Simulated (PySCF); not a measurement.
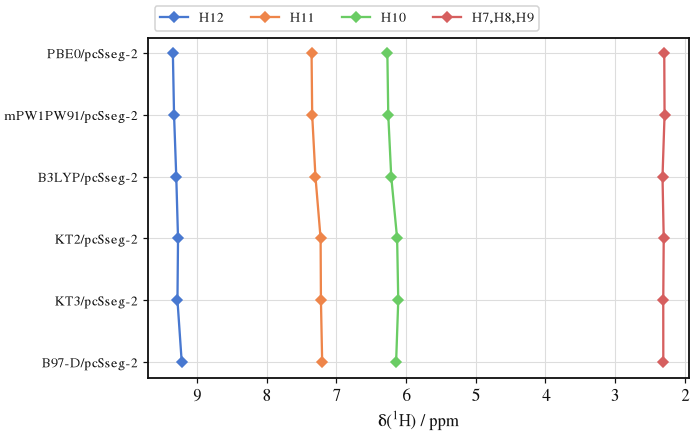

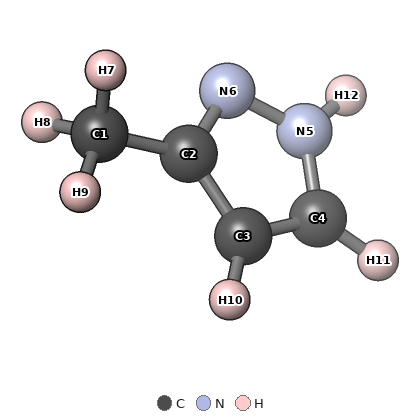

GIAO ¹H shifts of C₄H₆N₂, SMILES Cc1cc[nH]n1 at several levels, one geometry, PySCF, at a PBE0-D3(BJ)/def2-SVP geometry (no frequency check); values of one conformer, averaged over methyl-type rotors and exact or near symmetry; each against TMS at the same level. Protons on N, O or S are those of the isolated molecule, without hydrogen bonds to neighbours or exchange.

> How much does each signal move over these levels?

| atoms | lowest | highest | spread (ppm) |
| --- | --- | --- | --- |
| H12 | 9.22 | 9.34 | 0.13 |
| H11 | 7.20 | 7.35 | 0.15 |
| H10 | 6.11 | 6.27 | 0.16 |
| H7, H8, H9 | 2.29 | 2.32 | 0.03 |

> Do all levels give the signals in the same order?

Yes, the order of the signals is the same at every level.
